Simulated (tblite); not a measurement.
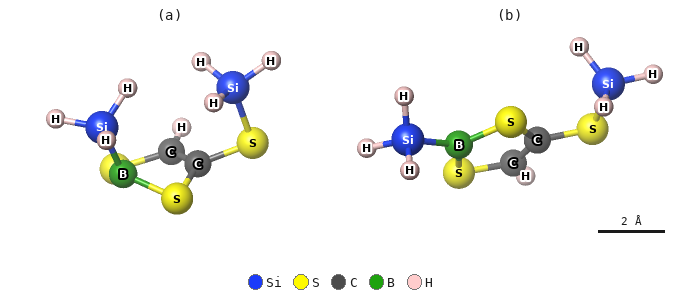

The structure of C₂H₇BS₃Si₂ before (left) and after (right) a relaxation, at one scale.

A ball-and-stick model, seen from a free direction.

Theory: GFN2-xTB geometry optimisation, gas phase (tblite 0.8.0). 

> What changed between the two?

After 141 geometry steps the energy has fallen by 35.7 kcal/mol. The atom that moves furthest after the best rigid fit is an S atom (2.36 Å). Largest moves by element: S 2.36 Å, H 2.18 Å, Si 1.12 Å, B 0.91 Å, C 0.73 Å. Near-neighbour distances that change, for instance: S–Si 3.821 → 3.221 Å, B–S 1.863 → 1.791 Å, C–S 1.794 → 1.739 Å, C–S 1.806 → 1.754 Å. Bond angles that change, for instance: C–S–B 85.9° → 96.4°, Si–S–C 92.6° → 102.9°, S–Si–H 109.1° → 99.7°. Groups turn about C–S by about 80°, C–S by about 30°, C–S by about 30°. The run took 1.6 s on 1 thread of Arm Neoverse V1, with other jobs on the host.
